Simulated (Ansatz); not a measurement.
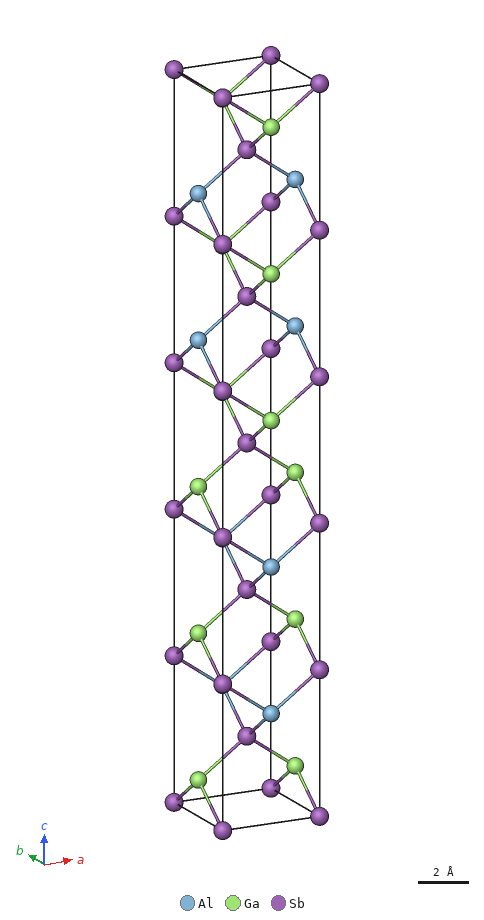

An orthographic ball-and-stick view of the structure, slightly off an axis. The lines enclose the conventional unit cell; boundary atoms appear with their images.

Al2Ga3Sb5, space group I-4m2 (No. 119), a = 4.398 Å, b = 4.398 Å, c = 31.085 Å, α = 90.00°, β = 90.00°, γ = 90.00°. Provenance: a structure type filled with these elements by a generator (whether the compound takes this form wasn't checked). Earlier steps of the study, as a rule a relaxation of our own, may have changed the cell and positions, so they can lie some per cent off the listed ones. It went into a calculation with Ansatz.

This one geometry was computed with Ansatz (DFT, plane waves, PAW) at three levels of theory: r2SCAN, PBE and LDA.

> Which level gives the highest pressure at this volume, and what does that say about its equilibrium volume?

Highest: PBE (0.0 GPa), which points to the largest equilibrium volume. Lowest, with the smallest volume: LDA (-3.4 GPa). Levels within 0.5 GPa of each other can't be told apart.

> How does the band gap change with the level of theory?

LDA: a gap of 0.06 eV, direct; PBE: a gap of 0.24 eV, direct; r2SCAN: a gap of 0.64 eV, direct.

> Collect the results in a table.

| level | cutoff (eV) | k-mesh of the run's cell | gap (eV) | pressure (GPa) |
| --- | --- | --- | --- | --- |
| r2SCAN | 500 | 12×12×12 | 0.64 | -1.6 |
| PBE | 420 | 12×12×12 | 0.24 | 0.0 |
| LDA | 420 | 12×12×12 | 0.06 | -3.4 |

Gaps are taken on the k-mesh or band path of each run.
